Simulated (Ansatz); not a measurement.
## Electronic structure of CHSi$_{2}$Sn (doublet) in real space

| atom | x (Å) | y (Å) | z (Å) |
| --- | --- | --- | --- |
| C | -3.0555 | 2.1232 | 0.6936 |
| Si | -1.8172 | 1.0153 | 0.0266 |
| Si | -2.3099 | 3.4304 | -0.2764 |
| Sn | -0.2304 | 2.4072 | -1.6376 |
| H | -3.8952 | 2.0388 | 1.3866 |

Geometry: B3LYP-D3(BJ)/def2-SVP; core potentials replace the inner electrons of Sn.

Theory: isolated molecule in a Gaussian basis; Kohn-Sham density functional theory, functional PBE0 in Ansatz 0.2.0.

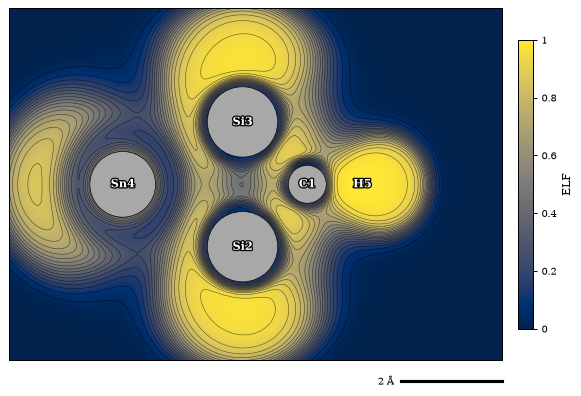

Figure 1. ELF on the molecular plane. Grey discs cover the atomic cores.

What do the fields say about this system?

The section cuts through C, Si, Sn and H sites. C–Si (1.79 Å): the ELF peaks at about 0.90 between the atoms, as expected for localised, covalent bonding. Si–Si (2.48 Å): the ELF is about 0.45 at the midpoint. Si–Sn (2.69 Å): the ELF peaks at about 0.80 in the valence shell of Si, 1.1 Å from its nucleus, and drops to about 0.20 between the two atoms. C–H (1.09 Å): the ELF climbs to about 1 towards the hydrogen, as it does in any bond to H; a covalent bond by its length. The ELF also peaks beside Si2 and Si3, away from the bonds: non-bonding electrons, paired or unpaired.

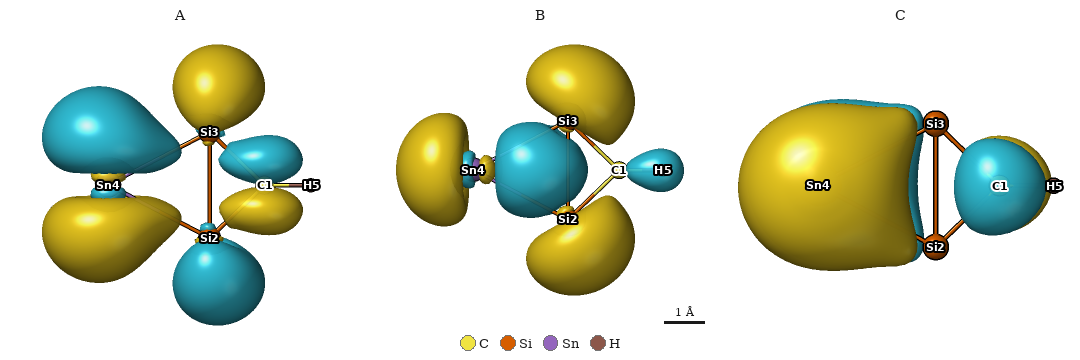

Figure 2. Three frontier orbitals at ±0.08 Å⁻³ᐟ² (yellow and cyan are the two phases), in no order.

Order the three orbitals by energy and name them. All are α orbitals.

B is the HOMO−1 (α) (−6.24 eV). Its weight (Hirshfeld) is mainly on Si2 (about 35 %), Si3 (about 35 %) and Sn4 (about 30 %); it is symmetric in the molecular plane (an in-plane orbital: σ, lone-pair or in-plane π type). C is the HOMO (α) (−5.22 eV). It lies mainly on Sn4 (about 65 %) and C1 (about 15 %); it changes sign across the molecular plane (π type); π-antibonding (a node) across C1–Si2 and C1–Si3. A is the LUMO (α) (−2.71 eV). It lies mainly on Sn4 (about 50 %), Si2 (about 20 %), Si3 (about 20 %) and C1 (about 10 %); it is symmetric in the molecular plane (an in-plane orbital: σ, lone-pair or in-plane π type).

What is the gap between the highest occupied and lowest empty α orbitals?

2.51 eV between the orbital energies.

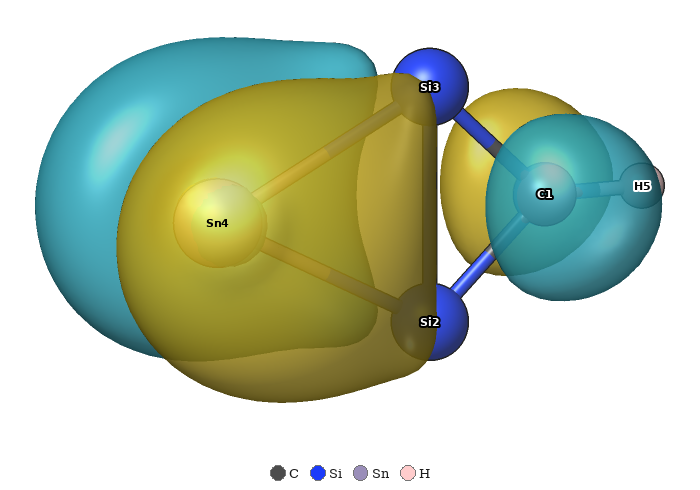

Figure 3. The HOMO (α) at ±0.08 Å⁻³ᐟ² (yellow and cyan are the two phases), seen at an oblique angle.

Where does this orbital lie, and at what energy?

Its weight (Hirshfeld) is mainly on Sn4 (about 65 %) and C1 (about 15 %); it changes sign across the molecular plane (π type); π-antibonding (a node) across C1–Si2 and C1–Si3. Its energy is −5.22 eV.
